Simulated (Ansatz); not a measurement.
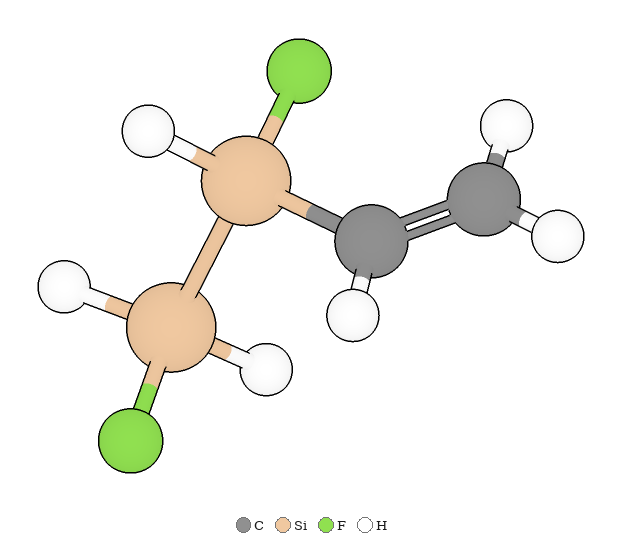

Source: calculation with Ansatz.

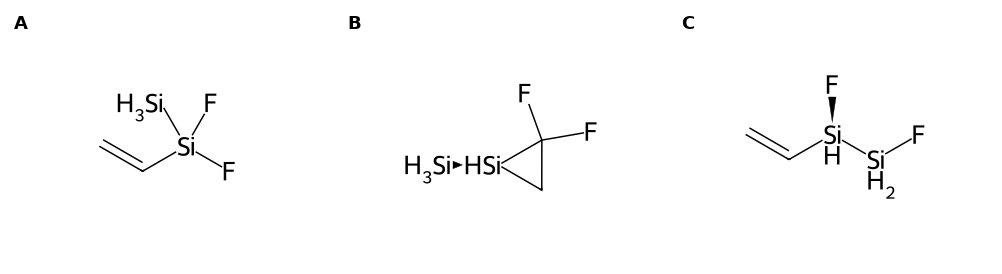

### The first picture shows one of the molecules drawn in the second. Which?

C, `C=C[Si@@H](F)[SiH2]F`.
